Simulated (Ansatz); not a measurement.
# Lattice dynamics of RbNbS3 (model cell, started as cubic perovskite with Nb in the octahedra), part 2 of 2

Aim: the vibrations of RbNbS3 (model cell, started as cubic perovskite with Nb in the octahedra), their spectra, and whether the structure is stable.

Ansatz 0.2.0; DFT PBE, scalar-relativistic, plane waves, PAW; PAW set soft_1.

So far. Step 3 (Relaxing to small forces for the phonons): The forces vanish by symmetry and the pressure is 0.002 GPa, within the tolerances set. The cell now holds 23.55 Å³/atom. The relaxed cell has a = 4.902 Å (conventional setting).

The structure was built from a prototype and need not be the compound's stable phase.

### 4. Zone-centre response

The zone centre comes first: it holds the modes that light can see, as far as symmetry allows. No field response is asked, since the mesh shows no gap.

input.yaml

```yaml
crystal:
  lattice:
    - [4.9016615543, 0.0, 0.0]
    - [0.0, 4.9016615543, 0.0]
    - [0.0, 0.0, 4.9016615543]
  atoms:
    - { symbol: Rb, position: [0.0, 0.0, 0.0] }
    - { symbol: Nb, position: [0.5, 0.5, 0.5] }
    - { symbol: S, position: [0.5, 0.5, 0.0] }
    - { symbol: S, position: [0.5, 0.0, 0.5] }
    - { symbol: S, position: [0.0, 0.5, 0.5] }
kpoints:
  mp_grid: { grid: [8, 8, 8] }
hamiltonian:
  xc: pbe
  pseudopotentials: { kind: paw, azcp: { folder: soft_1 } }
scf:
  occupations: { method: methfessel_paxton, width: 0.2 }
output:
  eigenvalues: true
phonons:
  method: dfpt
```

Launch:

```sh
> ansatz run input.yaml --threads 4 --pin off --max-ram 16384MiB --backend cpu --events-out ev --progress --plain --runs-dir out
```

Numbers of over 12 decimals in the logs are rounded to 6 here.

Output:

```text
zone centre: on kpoints.mp_grid the ground state, and the responses unless they are solved on pairs of k-points, stand on 125 of the mesh's 512 k-points, reduced under 8 symmetry operations, with k and −k counted as one. Each operation leaves every solved displacement unchanged or reverses it
[...]
Crystal: 5 atoms, lattice volume = 117.769 Å³
Basis set: ecut = 420 eV, 2325 PW (Γ), exchange–correlation on 72×72×72 points (8 copies of the dense FFT grid, shifted against one another)
Bands: 25, of which v1, the nominal top of the filled ones, is band 20 counted from 1 (19 counted from 0)
Symmetry: 48 space group operations
k-points: 125 of 512 (irreducible under 8 space group operations)
[...]
SCF iter   1: F=—  HF=-10532.555902 eV  |F-HF|=—  |Δ(HF+E_count)|=         —  Δρ=5.74e-2  dr2=8.56e0  ethr=3.10e-3  ⟨swp⟩=6.6  Hψ=16255  notcnv=0
[...]
SCF iter   2: F=—  HF=-10530.951475 eV  |F-HF|=—  |Δ(HF+E_count)|=    1.60e0  S|Δr|=    0.00e0  Δρ=2.85e-2  dr2=1.59e0  ethr=3.10e-3  ⟨swp⟩=7.6  Hψ=28468  notcnv=0  defer=20
automatic band count: the SCF goes on with 30 bands, as 25 were too few: they end inside the smearing window of the response
[...]
SCF iter   3: F=—  HF=-10530.768559 eV  |F-HF|=—  |Δ(HF+E_count)|=   1.83e-1  S|Δr|=    0.00e0  Δρ=1.41e-2  dr2=3.50e-1  ethr=3.10e-3  ⟨swp⟩=2.0  Hψ=5321  notcnv=0  defer=83
[...]
SCF iter  14: F=-10530.663298 eV  HF=-10530.663298 eV  |F-HF|=0.00e0  |Δ(HF+E_count)|=  4.37e-11  S|Δr|=    0.00e0  Δρ=4.57e-8  dr2=4.56e-12  ethr=1.00e-12  ⟨swp⟩=15.4  Hψ=23435  notcnv=0
SCF 1 converged in 14 iterations: F = -10530.663298 eV  dr2 = 4.56e-12
[...]
DFPT response loops at Γ: preconditioner auto → Kerker (q_TF=auto, 2.279 Å⁻¹) (partly filled bands, converged f_vac=0.008); β = 1.00, the filter's whole step (`scf.mixing.beta` (0.50) is not read by the response loops under this deck's `scf.mixing.preconditioner`; to damp them name `kerker` or `kerker_dos`, under which they read `scf.mixing.beta`, and type it under 1.00, their step now; both keys bind the ground state too); Broyden in place of MSR1
SCF converged after 14 iterations
[...]
Free energy (F): -10530.663298 eV
[...]
Internal energy: -10530.661311 eV  (E = F + TS)
E sigma→0 (E₀):  -10530.662801 eV
Entropy (-TS):   -0.001987 eV (-0.397 meV/atom)
Fermi energy:    6.973216 eV
[...]
--- Band table (eV; the first three rows and the last of 125) ---
  k-point 0: bands = [... 16 lower, 5.8205, 6.3276, 6.3276, 6.3276, 6.5210, 6.5210, 6.5210, 8.2866, ... 6 higher]
  k-point 1: bands = [... 16 lower, 5.7366, 5.9912, 6.2794, 6.2794, 6.3359, 7.0893, 7.0893, 8.2946, ... 6 higher]
  k-point 2: bands = [... 16 lower, 5.2969, 5.5499, 6.2339, 6.2339, 6.3563, 7.8950, 7.8950, 8.3103, ... 6 higher]
  k-point 124: bands = [... 16 lower, 3.1086, 7.0838, 7.0838, 7.0838, 9.2923, 9.2923, 9.2923, 11.8792, ... 6 higher]
--- Phonons (Γ-DFPT): 4 representative perturbations + reference, on 125 of 512 k-points (Σ response iterations 12) ---
  k mesh reduced under 8 symmetry operations, with k and −k counted as one. Each operation leaves every solved displacement unchanged or reverses it
  ASR residual: 7.566e-5 → 0.000e0 eV/Å²; symmetrization residual: 1.630e-6 eV/Å²
  ASR residual per site (eV/Å²): 6.18e-6 7.57e-5 1.83e-5 1.83e-5 1.83e-5
  Γ frequencies (cm⁻¹): -58.89 -58.89 -58.89 0.00 0.00 0.00 95.52 95.52 95.52 141.52 141.52 141.52 284.96 284.96 284.96
  non-analytic LO–TO correction: not included (Born effective charges unavailable; polar crystals: no LO–TO splitting at Γ)
```

Elapsed: 57 s, on 4 threads of Arm Neoverse V2, shared host; peak memory 1.4 GiB; 3.6 min of CPU time.

Numbers from this step:

* sum-rule residual before enforcement: 7.57e-5 eV/Å²
* point group: m-3m
* highest optical mode at the zone centre (no LO-TO term): 285.0 cm⁻¹
* lowest optical zone-centre mode: -58.89 cm⁻¹

Patterns of degenerate modes are one choice out of their space. The modes at Γ (shares of kinetic energy by element, %) (negative means imaginary):

| mode | frequency (cm⁻¹) | symmetry | Rb % | Nb % | S % |
| --- | --- | --- | --- | --- | --- |
| 1 | -58.9 | T1u | 6 | 63 | 31 |
| 2 | -58.9 | T1u | 6 | 63 | 31 |
| 3 | -58.9 | T1u | 6 | 63 | 31 |
| 4 | 0.0 | acoustic | 31 | 34 | 35 |
| 5 | 0.0 | acoustic | 31 | 34 | 35 |
| 6 | 0.0 | acoustic | 31 | 34 | 35 |
| 7 | 95.5 | T1u | 63 | 3 | 34 |
| 8 | 95.5 | T1u | 63 | 3 | 34 |
| 9 | 95.5 | T1u | 63 | 3 | 34 |
| 10 | 141.5 | T2u | 0 | 0 | 100 |
| 11 | 141.5 | T2u | 0 | 0 | 100 |
| 12 | 141.5 | T2u | 0 | 0 | 100 |
| 13 | 285.0 | T1u | 0 | 0 | 100 |
| 14 | 285.0 | T1u | 0 | 0 | 100 |
| 15 | 285.0 | T1u | 0 | 0 | 100 |

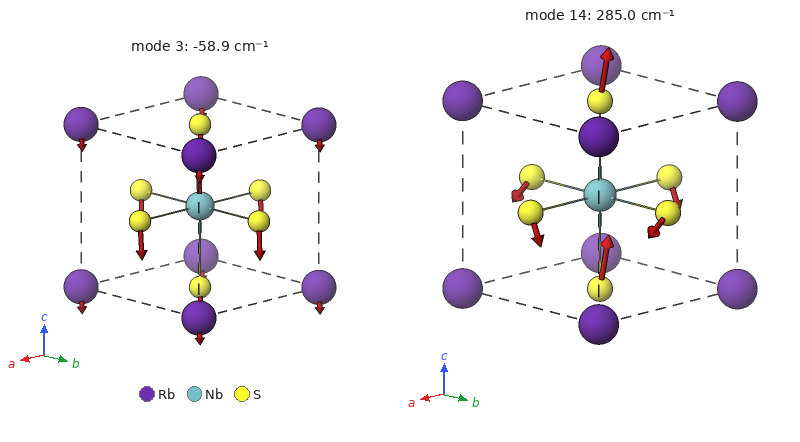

Displacement patterns of modes 3 and 14 at Γ; arrows are exaggerated. Some periodic images of atoms are drawn too.

Before it was imposed, the acoustic sum rule was missed by 7.6e-5 eV/Å². Small misses are needed for a sound result but don't prove that mesh and cutoff are converged. The lowest optical mode is imaginary, 58.9i cm⁻¹, so the energy falls along it.

### 5. The dispersion

Stability and thermal properties need the whole zone. Linear response on a 2×2×2 q mesh gives force constants as far as a supercell of that size would.

input.yaml, as its differences from that of step 4:

```diff
@@ -22 +22,8 @@
   method: dfpt
+  qmesh: [2, 2, 2]
+  temperatures: { t_max: 1000, t_step: 50 }
+  qpath:
+    path:
+      - [[0.0, 0.0, 0.0], [0.0, 0.5, 0.0], [0.5, 0.5, 0.0], [0.0, 0.0, 0.0], [0.5, 0.5, 0.5], [0.0, 0.5, 0.0]]
+      - [[0.5, 0.5, 0.5], [0.5, 0.5, 0.0]]
+    npoints: 10
```

Output:

```text
[...]
Crystal: 5 atoms, lattice volume = 117.769 Å³
Basis set: ecut = 420 eV, 2325 PW (Γ), exchange–correlation on 72×72×72 points (8 copies of the dense FFT grid, shifted against one another)
Bands: 25, of which v1, the nominal top of the filled ones, is band 20 counted from 1 (19 counted from 0)
Symmetry: 48 space group operations
k-points: 35 of 512
[...]
SCF iter   1: F=—  HF=-10532.555901 eV  |F-HF|=—  |Δ(HF+E_count)|=         —  Δρ=5.74e-2  dr2=8.56e0  ethr=3.10e-3  ⟨swp⟩=6.5  Hψ=4536  notcnv=0
[...]
SCF iter  14: F=-10530.663298 eV  HF=-10530.663298 eV  |F-HF|=1.82e-12  |Δ(HF+E_count)|=  2.36e-11  S|Δr|=    0.00e0  Δρ=2.99e-8  dr2=1.48e-12  ethr=1.00e-12  ⟨swp⟩=14.7  Hψ=6385  notcnv=0
SCF 1 converged in 14 iterations: F = -10530.663298 eV  dr2 = 1.48e-12
[...]
SCF iter   9: F=-10530.663298 eV  HF=-10530.663298 eV  |F-HF|=3.64e-12  |Δ(HF+E_count)|=  1.82e-12  S|Δr|=    0.00e0  Δρ=5.18e-8  dr2=2.76e-12  ethr=1.00e-12  ⟨swp⟩=1.9  Hψ=2065  notcnv=0
SCF 2 converged in 9 iterations: F = -10530.663298 eV  dr2 = 2.76e-12
phonons: the bands overlap, so this run is a metal and interpolates without the dipole-dipole term. If the crystal is really an insulator or semiconductor, its LO-TO splitting is missing
NSCF: frozen V_eff on 35 k-points
WARN: eigensolver did not converge in 3 slots of this pass, the one above among them; of largest residual over every band (k=10): 1 band(s) unlocked (lowest unlocked band 29, counted from 0; max residual 8.84e-5 eV among the unlocked bands, 8.84e-5 eV over every band); of lowest unlocked band (k=10): band 29
[...]
DFPT response loops at q = (0, 0, 0) (fractional): preconditioner auto → Kerker (q_TF=auto, 2.279 Å⁻¹) (partly filled bands, converged f_vac=0.008); β = 1.00, the filter's whole step (`scf.mixing.beta` (0.50) is not read by the response loops under this deck's `scf.mixing.preconditioner`; to damp them name `kerker` or `kerker_dos`, under which they read `scf.mixing.beta`, and type it under 1.00, their step now; both keys bind the ground state too); Broyden in place of MSR1
[...]
SCF converged after 14 iterations
[...]
Free energy (F): -10530.663298 eV
[...]
Internal energy: -10530.661311 eV  (E = F + TS)
E sigma→0 (E₀):  -10530.662801 eV
Entropy (-TS):   -0.001987 eV (-0.397 meV/atom)
Fermi energy:    6.973216 eV
[...]
--- Band table (eV; the first three rows and the last of 35) ---
  k-point 0: bands = [... 16 lower, 5.8205, 6.3276, 6.3276, 6.3276, 6.5210, 6.5210, 6.5210, 8.2866, ... 6 higher]
  k-point 1: bands = [... 16 lower, 5.7366, 5.9912, 6.2794, 6.2794, 6.3359, 7.0893, 7.0893, 8.2946, ... 6 higher]
  k-point 2: bands = [... 16 lower, 5.2969, 5.5499, 6.2339, 6.2339, 6.3563, 7.8950, 7.8950, 8.3103, ... 6 higher]
  k-point 34: bands = [... 16 lower, 3.1086, 7.0838, 7.0838, 7.0838, 9.2923, 9.2923, 9.2923, 11.8792, ... 6 higher]
--- Phonons (Γ-DFPT): 4 representative perturbations + reference (Σ response iterations 12) ---
  ASR residual: 4.733e-5 → 0.000e0 eV/Å²; symmetrization residual: 2.063e-6 eV/Å²
  ASR residual per site (eV/Å²): 6.03e-6 4.73e-5 1.12e-5 1.12e-5 1.12e-5
[...]
--- Phonons (arbitrary-q DFPT): 4 irreducible q on the 2×2×2 mesh ---
  q = [0.0000, 0.0000, 0.0000] (star 1, of the zone-centre solve; hermiticity 6.33e-7, symmetrization 1.01e-12): -58.89 -58.89 -58.89 -0.00 -0.00 0.00 95.52 95.52 95.52 141.52 141.52 141.52 284.96 284.96 284.96
  q = [0.0000, 0.0000, -0.5000] (star 3, 9 solved perturbations in 975 linear systems a pass and spin channel, the states on 125 of 512 k-point pairs; hermiticity 5.68e-7, symmetrization 1.47e-13): -61.20 -61.20 71.43 71.43 78.59 100.45 100.45 148.88 158.04 167.49 167.49 228.19 271.97 271.97 373.45
[...]
sum rule: each row above includes the acoustic sum rule's correction from the zone centre's row sums; it moved no ω² by more than (0.37 cm⁻¹)²
  mesh force constants: q→R imaginary residual 4.77e-18; ASR residual 4.733e-5 → 0.000e0 eV/Å²; symmetrization residual 1.155e-14 eV/Å²
  interpolated dispersion: 62 rows × 15 modes
  density of states and harmonic sums: on the 14×14×14 q-mesh, interpolated from the force constants of a 2×2×2 supercell (no non-analytic term)
  largest difference from the sums on the solved wave vectors: F 3.01e-1 eV, S 4.23e-4 and C_V 1.27e-4 eV/K
  zero-point energy: 0.135513 eV/cell   skipped modes (ω ≤ 0): 154, of them read as no rigid motion or as one in doubt: 151 (1.075e0 modes/cell left out, lowest -237.79 cm⁻¹)   left out of the sums: 7.18e-2 of the cell's modes: C_V's classical limit lies that fraction below 3 k_B per atom; for a crystal, a wire or a layer, F and S can be off by more, and a phonons.interpolated_qmesh denser along its periods is the remedy for the sampling
```

Elapsed: 4 min, on 4 threads; peak memory 1.3 GiB.

This step gave:

```
sum-rule residual before enforcement                    : 4.73e-5 eV/Å²
lowest frequency on the path                            : -237.8 cm⁻¹
highest frequency on the path or at a solved wavevector : 440.3 cm⁻¹
lowest mode on the q mesh (acoustic modes at Γ apart)   : -237.8 cm⁻¹
```

Frequencies (cm⁻¹) solved at each irreducible wavevector; negative means imaginary. Frequencies by wavevector, by row:

```csv
q in reciprocal lattice units,star,mode 1,mode 2,mode 3,mode 4,mode 13,mode 14,mode 15
0 0 0,1,-58.9,-58.9,-58.9,0,285,285,285
0 0 -0.5,3,-61.2,-61.2,71.4,71.4,272,272,373.4
0 -0.5 -0.5,3,-73.3,-71.5,67.6,70.6,217.6,253.4,412.7
-0.5 -0.5 -0.5,1,-237.8,-237.8,60.7,60.7,214.8,214.8,440.3
```

Interpolated from a 2×2×2 q mesh. The phonon branches at the labelled points (cm⁻¹):

```
    point  branch 1  branch 2  branch 3  branch 4  branch 12  branch 13  branch 14  branch 15
        Γ       -59       -59       -59         0        142        285        285        285
        X       -61       -61        71        71        228        272        272        374
        M       -73       -72        68        71        218        218        253        413
        Γ       -59       -59       -59         0        142        285        285        285
        R      -238      -238        61        61        215        215        215        440
        X       -61       -61        71        71        228        272        272        374
jump to R      -238      -238        61        61        215        215        215        440
        M       -73       -72        68        71        218        218        253        413
```

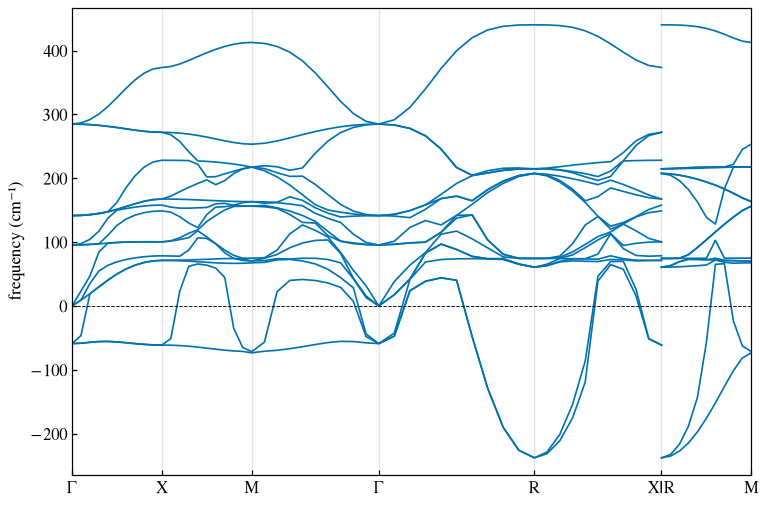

Phonon branches along the path.

The phonon density of states has structure finer than the step of the table below, so its rows give means over 25 cm⁻¹, whole bins alone (the curve runs from -235 to 445 cm⁻¹). Peaks (cm⁻¹: height): 75.0: 0.169, 215.0: 0.0692.

Tetrahedra on a 14×14×14 mesh, mean over bins of 10 cm-1. Interpolated from a 2×2×2 q mesh. Table of phonon density of states by wavenumber; means over each step:

```csv
wavenumber (cm⁻¹),phonon density of states (1/cm⁻¹/cell)
-200,0.00123
-175,0.00159
-150,0.00186
-125,0.00211
-100,0.00224
-75,0.00498
-50,0.0155
-25,0.00886
0,0.00678
25,0.0106
50,0.0341
75,0.104
100,0.0596
125,0.0569
150,0.0613
175,0.0531
200,0.0576
225,0.0404
250,0.0191
275,0.0170
300,0.00162
325,0.00213
350,0.00389
375,0.00835
400,0.0125
425,0.0106
```

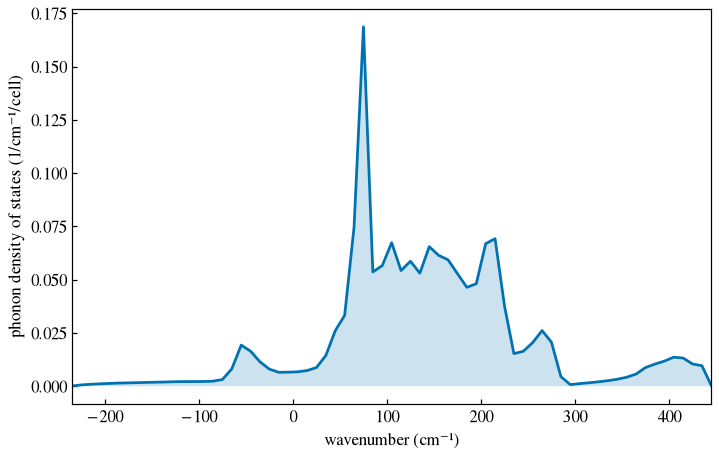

Phonon density of states against wavenumber.

The partial phonon density of states has structure finer than the step of the table below, so its rows give means over 25 cm⁻¹, whole bins alone (the curve runs from -238 to 463 cm⁻¹). Peaks (cm⁻¹: height): Nb -61.6: 0.0152, -21.9: 0.0106, 22.2: 0.00853, 101.6: 0.0303, 150.1: 0.0319, 185.4: 0.0208, 220.7: 0.0177; Rb 70.7: 0.129; S 101.6: 0.0557, 141.3: 0.0475, 207.4: 0.0527, 264.8: 0.0253, 410.3: 0.0137.

Phonopy on the run's constants, 11x11x11 mesh, Gaussian sigma 5.0 cm-1. Interpolated from a 2×2×2 q mesh. Partial phonon density of states against wavenumber; means over each step; values in 1/cm⁻¹/cell:

```csv
wavenumber (cm⁻¹),Nb,Rb,S
-225,0,0,7.3e-4
-200,0,0,0.00120
-175,0,0,0.00197
-150,0,0,0.00208
-125,1.7e-6,1.7e-6,0.00111
-100,1.2e-5,1.8e-5,0.00287
-75,0.00462,5.8e-5,0.00334
-50,0.00661,1.5e-4,0.00227
-25,0.00892,4.0e-4,0.00229
0,0.00430,2.6e-4,3.9e-4
25,0.00717,0.00335,0.00468
50,0.00203,0.0178,0.0100
75,0.00316,0.0783,0.0168
100,0.0181,0.0155,0.0418
125,0.00373,0.00189,0.0390
150,0.0202,9.3e-4,0.0452
175,0.0135,6.7e-4,0.0376
200,0.0159,3.8e-4,0.0418
225,0.0114,9.3e-5,0.0287
250,1.1e-4,8.2e-6,0.0175
275,2.2e-5,8.8e-6,0.0181
300,0,0,0.00156
325,0,0,0.00210
350,0,0,0.00391
375,0,0,0.00825
400,0,0,0.0123
425,0,0,0.0107
450,0,0,0.00160
```

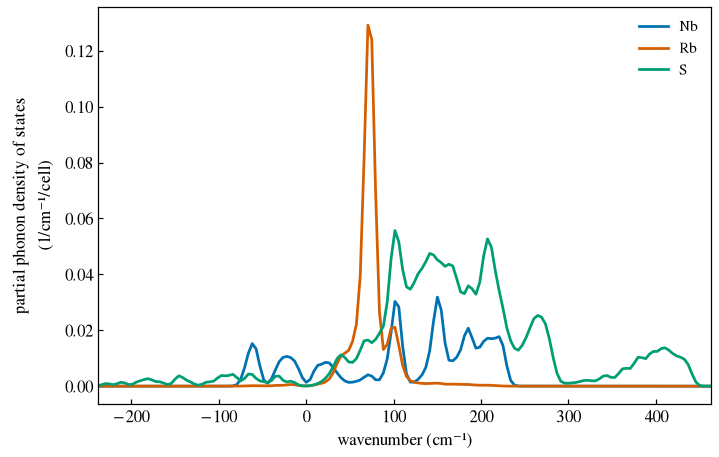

Partial phonon density of states, plotted against wavenumber.

Symmetry leaves 4 wavevectors to solve. The lowest mode among them, the acoustic zeros apart, lies at q = (-0.5, -0.5, -0.5) and is imaginary, 237.8i cm⁻¹, so the energy falls along it.

### 6. Outcome

| Item | Value |
| --- | --- |
| space group after relaxation (within 0.01 Å) | Pm-3m |
| volume per atom | 23.6 Å³ |
| electronic character | no gap on this mesh |
| highest optical mode at the zone centre (no LO-TO term) | 285 cm⁻¹ |
| lowest optical zone-centre mode | -58.9 cm⁻¹ |
| lowest mode on the q mesh (acoustic modes at Γ apart) | -238 cm⁻¹ |
| highest frequency on the path or at a solved wavevector | 440 cm⁻¹ |
| imaginary modes on the 2×2×2 q mesh | yes |

Modes are clearly imaginary (beyond 10i cm⁻¹) at 4 of the 4 irreducible wavevectors, most at q = (-0.5, -0.5, -0.5) (237.8i cm⁻¹), so this structure is not a minimum of the energy. The optical modes at Γ span -59 to 285 cm⁻¹ (negative means imaginary). The highest mode in this list at Γ, 285.0 cm⁻¹, is mostly motion of S (100 % of the kinetic energy). With no gap, or one that is small against the smearing, the frequencies hang on the k mesh and the smearing, most of all near Kohn anomalies. A phonon run warned that its eigensolver left some bands unconverged in a pass. The starting cell was built on a prototype and not taken from a measurement, so the phase need not exist. These are harmonic frequencies at zero temperature: anharmonic shifts, linewidths and thermal expansion are left out.

[Logs are printed without paths, hosts, clocks, repeated set-up lines and the standing remarks that a program may print on its own settings, such as how far it seeks lower states.]

[Hosts, paths, dates, database ids (printed as entryN), source tags and the programs' standing remarks are cut or masked in the printed files.]
